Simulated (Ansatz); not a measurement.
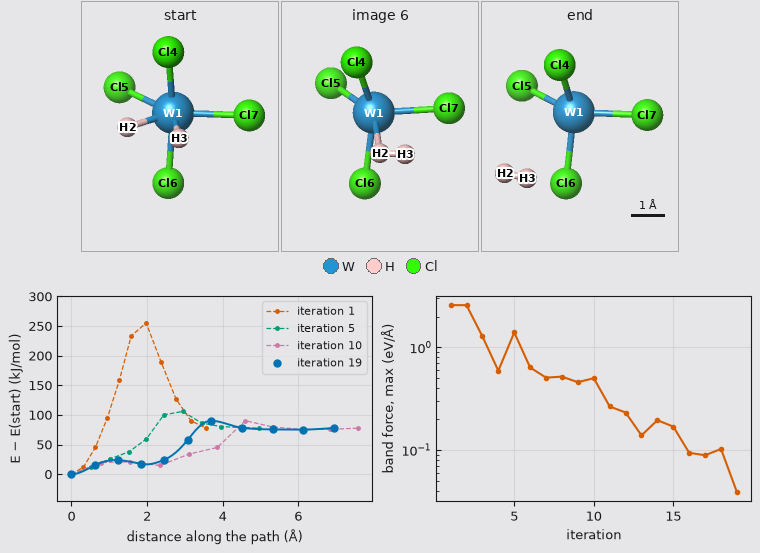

A search for the minimum-energy path of WH2Cl4 by the nudged elastic band. Images are numbered from 0 (start) to 10 (end). The plot follows the band through its iterations. The picture is a ball-and-stick view, seen at a tilt.

Theory: Ansatz 0.2.0, RKS PBE-D4/def2-SVP. Settings: 9 movable images; climbing image; force threshold 0.05 eV/Å; iteration limit 60; starting path through a guess of the saddle point.

Judge this run.

Answer. The run is converged, with reservations. The band converged in 19 iterations. The largest component of the band force went from 2.6 to 0.039 eV/Å. The climbing image converged on the top of the path. Its vibrational analysis gives one imaginary mode (289i cm⁻¹), as a transition state must have. The first iteration put the highest image at 255.3 kJ/mol. The energy climbs by 90.3 kJ/mol to image 6 and then falls by 12.5 kJ/mol, so the end point sits at +77.7 kJ/mol. The profile has 2 maxima (images 2, 6) with a dip at image 3 (+17.4 kJ/mol), so the process runs in steps.

The run took 5.1 min on 4 threads of Arm Neoverse V2, on a shared host, peak memory 0.27 GiB.
